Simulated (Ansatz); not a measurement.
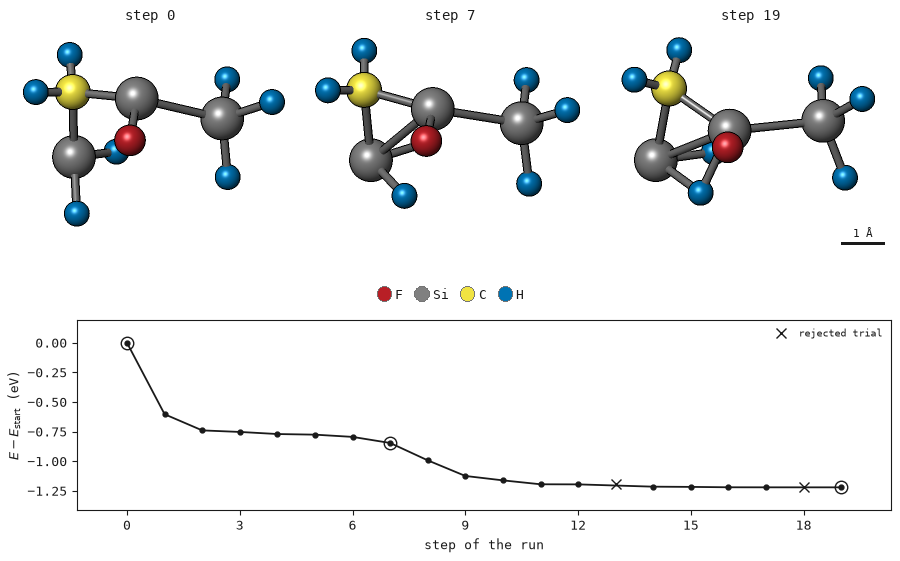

Frames of a relaxation of CH7FSi3 (coarse preliminary run), marked on the history of the run. Style: ball-and-stick. Shown from a free direction.

The start comes from a force field.

Computed with Ansatz 0.2.0, RKS PBE-D4/def2-SVP. Set-up: force threshold 0.03 eV/Å; at most 200 steps.

### What happens along the run?

The atom that moves furthest after the best rigid fit is a Si atom (0.85 Å). By element the largest moves are Si 0.85 Å, H 0.82 Å, F 0.17 Å, C 0.12 Å. Some distances before and after: H–Si 3.274 → 1.685 Å, Si–Si 2.805 → 2.512 Å, H–Si 1.497 → 1.734 Å, C–Si 1.808 → 2.001 Å. New bonds form: H–Si (3.27 → 1.69 Å). Bond angles that change, for instance: C–Si–H 118.6° → 85.3°, H–Si–H 113.3° → 82.2°, Si–C–Si 102.5° → 81.8°. Over 17 accepted moves (19 points after the start) the energy falls by 1.220 eV. Largest force component: 3.8 eV/Å at the start, 0.008 eV/Å at the end. The line search rejected the trial steps at points 13, 18 of the run. From step 0 to 7: an H atom moves most (0.83 Å), energy −0.845 eV. From step 7 to 19: a Si atom moves most (0.54 Å), energy −0.375 eV.

| step | E − E(0), eV | largest force component, eV/Å | note |
| --- | --- | --- | --- |
| 0 | 0.0000 | 3.7866 |  |
| 1 | -0.6025 | 1.9162 |  |
| 2 | -0.7388 | 0.3931 |  |
| 3 | -0.7519 | 0.1998 |  |
| 4 | -0.7695 | 0.1660 |  |
| 5 | -0.7748 | 0.1537 |  |
| 6 | -0.7937 | 0.3225 |  |
| 7 | -0.8450 | 0.8233 |  |
| 8 | -0.9917 | 1.1150 |  |
| 9 | -1.1234 | 0.5943 |  |
| 10 | -1.1606 | 0.5753 |  |
| 11 | -1.1936 | 0.2044 |  |
| 12 | -1.1944 | 0.2855 |  |
| 13 | -1.1924 | 0.2911 | rejected |
| 14 | -1.2139 | 0.2570 |  |
| 15 | -1.2157 | 0.1234 |  |
| 16 | -1.2190 | 0.0526 |  |
| 17 | -1.2194 | 0.0387 |  |
| 18 | -1.2194 | 0.0385 | rejected |
| 19 | -1.2196 | 0.0080 |  |
